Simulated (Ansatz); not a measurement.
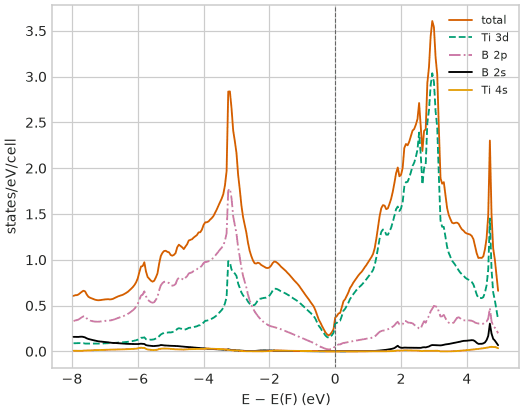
Fig. 1. Total and projected density of states of TiB₂ in space group P6/mmm (No. 191; Ti on 1a, B on 2d), PBEsol (plane waves, PAW; program Ansatz)

### Question
Which orbitals carry the states next to the Fermi level?

### Answer
Within 0.5 eV of the Fermi level: Ti 3d 82 %, B 2p 16 %. Projections are on Löwdin-orthogonalised atomic valence shells; empty p or d shells of many metals are not among them.

### Question
Where is the tallest occupied peak in this window, and what makes it?

### Answer
Near -3.2 eV, about 2.8 states/eV per cell; the largest projected share is B 2p.

Symmetry was held in the PBEsol relaxation. No spin polarisation was allowed.

Potentials: the later of the program's two PAW sets.
